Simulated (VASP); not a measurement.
Band structure of LiH (rock salt). Method: LDA (Ceperley-Alder, Perdew-Zunger), VASP's LDA PAW potentials (set 64) (plane waves; VASP).

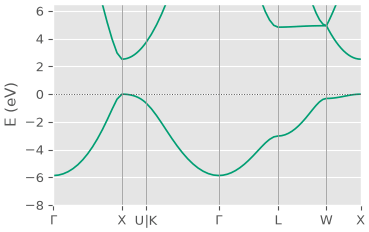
*Bands along high-symmetry lines, zero at the valence-band maximum or, without a gap, the Fermi level*

**Question.** Read the plot: is there a gap, and where are the band edges?

**Answer.** The gap is direct, 2.52 eV, from the valence maximum at X to the conduction minimum at X. (Edges off the drawn lines would not show.)

The compound is LiH in the rock salt structure. It was relaxed first, which changed the volume by -13 %.
